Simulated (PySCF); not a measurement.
## Electronic structure of C$_{2}$H$_{7}$NOSi (SMILES C=CO[SiH2]N) in real space

```yaml
atoms:
  - { symbol: C, position_ang: [1.8338, 0.6176, -0.0218] }
  - { symbol: C, position_ang: [1.4526, -0.5224, 0.5260] }
  - { symbol: O, position_ang: [0.2505, -1.1055, 0.4042] }
  - { symbol: Si, position_ang: [-1.0988, -0.7199, -0.4246] }
  - { symbol: N, position_ang: [-1.6562, 0.8403, 0.0555] }
  - { symbol: H, position_ang: [2.8244, 1.0004, 0.1362] }
  - { symbol: H, position_ang: [1.1635, 1.1905, -0.6371] }
  - { symbol: H, position_ang: [2.1179, -1.1088, 1.1522] }
  - { symbol: H, position_ang: [-0.8789, -0.6021, -1.8648] }
  - { symbol: H, position_ang: [-1.8955, -1.8811, -0.0367] }
  - { symbol: H, position_ang: [-2.5067, 1.1981, -0.3459] }
  - { symbol: H, position_ang: [-1.6055, 1.0922, 1.0308] }
```

Geometry: GFN2-xTB.

The calculation used CAM-B3LYP/def2-SVPD, SCF density, gas phase in PySCF.

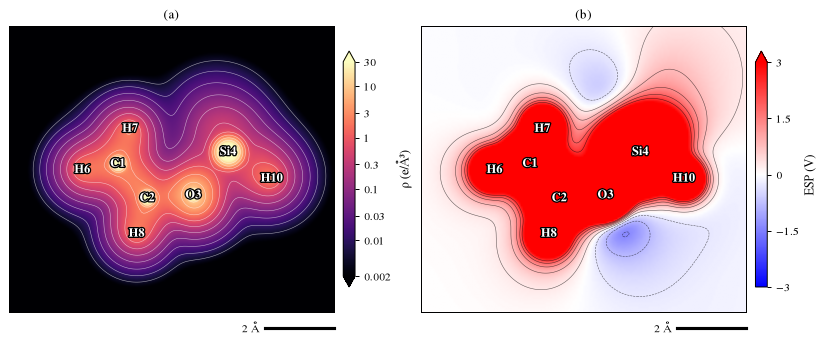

Figure 1. (a) electron density; (b) electrostatic potential on the plane of atoms C2, C1 and H7.

> What do the fields say about this system?

The section cuts through C, O, Si and H sites.
C–C (1.32 Å): ρ is about 2.4 e/Å³ halfway.
C–O (1.34 Å): ρ at the midpoint is about 2.4 e/Å³.
Si–O (1.63 Å): the density is about 1.1 e/Å³ at the midpoint.
C–H (1.07 Å): the density is about 2 e/Å³ at the midpoint.
Si–H (1.46 Å): ρ is about 0.82 e/Å³ halfway.
Outside the dense part of the molecule the potential is most negative (−1.4 V) near O3.

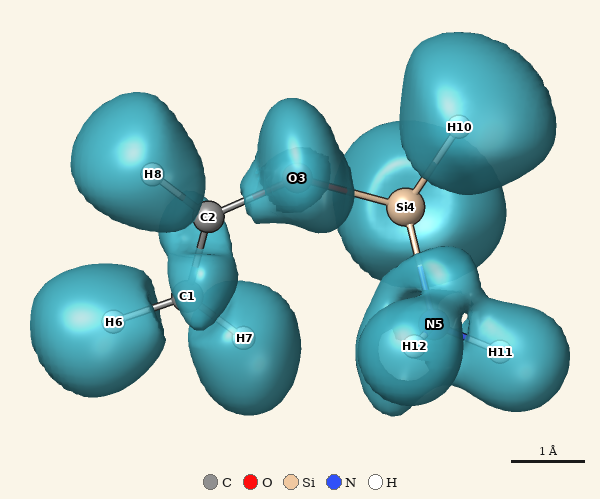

Figure 2. Isosurface of the electron localisation function at 0.75 (cyan), seen at a tilt. Core shells and regions of very low density are left out.

> Where are the electrons localised?

The ELF exceeds this value in one region between bonded C–C atoms (shared pairs), five regions around hydrogen nuclei, one region on O in which the atom's valence shell and bonds are merged and one joined region spread over several atoms (H, N), in which their bonds and any lone pairs are merged. Along the contacts the grid gives the following. C–C (1.32 Å): the ELF peaks at about 0.95 between the atoms (a multiple bond). C–O (1.34 Å): the ELF peaks at about 0.90 between the atoms; a shared but strongly polarised pair.

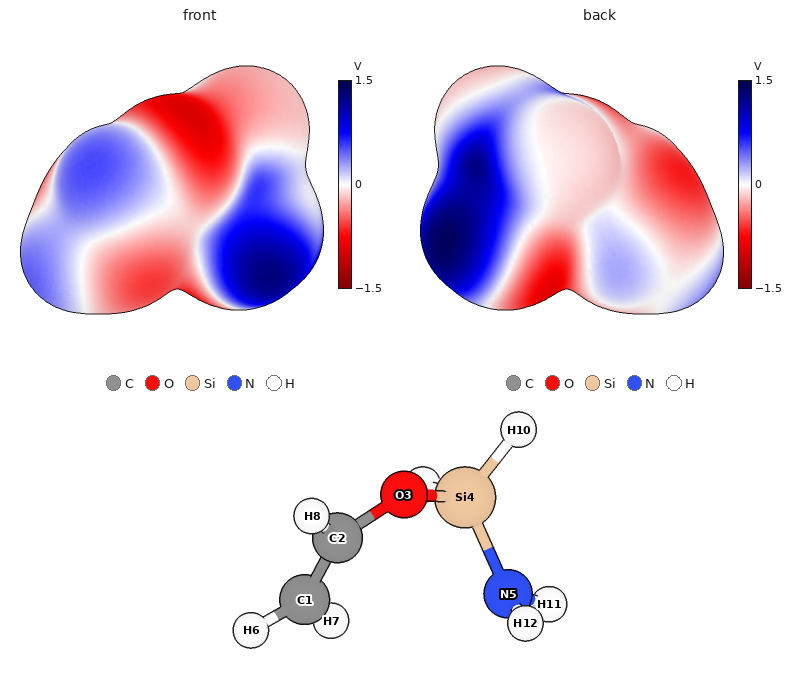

Figure 3. The molecular electrostatic potential painted on the density surface at 0.001 e/bohr³, seen from the front and from behind; red is negative and blue positive. The bare structure is drawn below in the same view.

> Describe the electrostatic potential map.

The most negative region (about −0.9 V) lies over O3, the most positive (about +1.4 V) over H11.
